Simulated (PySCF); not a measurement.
SMILES C[SiH](C)CB(O)O (C3H11BO2Si), singlet, GFN2-xTB optimised geometry. Atoms within 1.6 Å of the plane z = 0.8 Å (x, y, z in Å): Si1 (-0.92, 0.84, 1.75), C2 (-1.96, 2.43, 1.70), C4 (-0.82, 0.09, 0.00), B5 (0.04, -1.23, 0.00), O6 (-0.57, -2.43, 0.06), O7 (1.41, -1.23, 0.00), H8 (0.44, 1.19, 2.22), H10 (-1.53, 3.17, 1.03), H11 (-2.98, 2.24, 1.35), H15 (-0.40, 0.84, -0.67), H16 (-1.83, -0.11, -0.35), H17 (0.03, -3.17, 0.09), H18 (1.83, -0.37, -0.02).

Level of theory: CAM-B3LYP/def2-SVP (PySCF).

Map of the log10 of the electron density (e/bohr³), floored at −4 on the plane z = 0.8 Å:

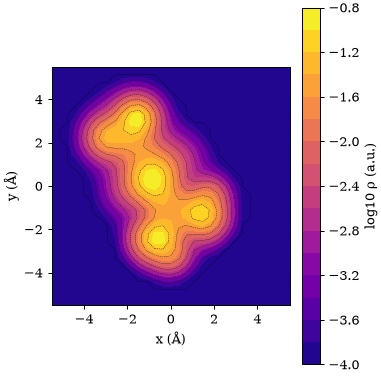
Figure. Log10 of the electron density (e/bohr³), floored at −4 on the plane z = 0.8 Å.
